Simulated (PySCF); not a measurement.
# GeB (charge +2): geometry relaxation (part 3 of 3)

Continued. System: GeB, charge +2, multiplicity 4. Method: UHF/x2c-svpall, optimize (PySCF 2.14.0). 

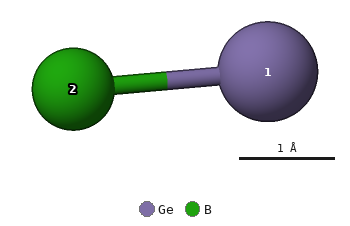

The starting structure (ball-and-stick view, seen at a tilt; atoms are numbered from 1 in the order of the input). Sticks mark near contacts.

```
Step    5 : Displace = 9.251e-04/9.251e-04 (rms/max) Trust = 7.314e-02 (+) Grad = 1.334e-05/1.334e-05 (rms/max) E (change) = -2120.3459752448 (-8.447e-07) Quality = 1.027
Hessian Eigenvalues: 5.00000e-02 5.00000e-02 5.00000e-02 ... 5.00000e-02 5.00000e-02 1.34603e-01
Converged! =D

    #| If this code has benefited your research, please support us by citing: |#
    #| Wang, L.-P.; Song, C.C. (2016) "Geometry optimization made simple with |#
    #| translation and rotation coordinates", J. Chem, Phys. 144, 214108.     |#
    #|                                     |#
optimised geometry (angstrom)
Ge          0.00000000        0.00000000        0.07238787
B           0.00000000        0.00000000        2.00261213
orbital energies (hartree): [array([-1.0372, -0.857 , -0.857 , -0.5472, -0.4805, -0.4805]), array([-2.2358, -2.2358, -1.1243, -0.5772, -0.4739, -0.4739])]
```

This output came from the following input.

## The input
```python
from pyscf import gto, scf
from pyscf.geomopt.geometric_solver import optimize

mol = gto.M(
    atom='Ge 0 0 0; B 0 0 2.075',
    basis='x2c-svpall',
    charge=2,
    spin=3,
    symmetry=True,
    verbose=4,
)
mf = scf.UHF(mol)
mf = mf.sfx2c1e()
mf.kernel()
mol_eq = optimize(mf, maxsteps=30)
print('optimised geometry (angstrom)')
print(mol_eq.tostring('raw'))
print('orbital energies (hartree):', [e[max(0, n-3):n+3].round(4) for e, n in zip(mf.mo_energy, mol.nelec)])
```

Run as:
```bash
OMP_NUM_THREADS=1 python input.py
```

## Key numbers

```tsv
quantity	value
outcome	converged
SCF energy at the first geometry	−2120.342759 hartree
⟨S²⟩	3.789
hardware	1 CPU thread, shared host
wall time	11 s
```
